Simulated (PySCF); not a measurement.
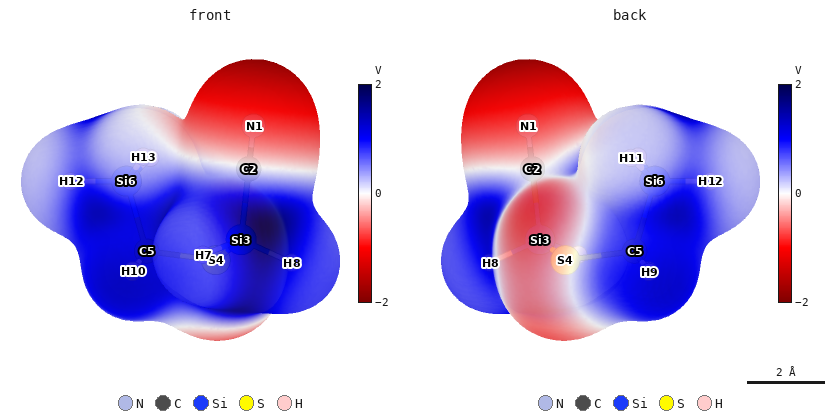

C$_{2}$H$_{7}$NSSi$_{2}$ (SMILES N#C[SiH2]SC[SiH3]). The molecular electrostatic potential painted on the density surface at 0.002 e/bohr³, seen from the front and from behind; the colour scale runs from red (negative) to blue (positive).

Geometry: GFN2-xTB.

Theory: PBE0/pcSseg-1, SCF density, gas phase, non-relativistic in PySCF.

```xyz
13

N     2.6541    1.8987   -0.0837
C     2.3178    0.8041   -0.0476
Si    1.7624   -0.9811   -0.0161
S     0.0199   -1.2598   -1.2201
C    -1.3556   -0.7592   -0.1169
Si   -1.5140    1.1330    0.0843
H     1.4504   -1.2950    1.3740
H     2.7925   -1.7805   -0.6553
H    -2.2403   -1.1738   -0.5966
H    -1.2217   -1.2765    0.8318
H    -1.5794    1.7305   -1.2448
H    -2.7441    1.3545    0.8453
H    -0.3463    1.6057    0.8281
```

Where is the surface potential most negative and most positive?

Answer. The most negative region (about −1.7 V) lies over N1, the most positive (about +1.9 V) over Si3. N1 is the likeliest acceptor of a hydrogen bond.

What dipole moment does the calculation give?

Answer. Its dipole moment is 3.56 D.
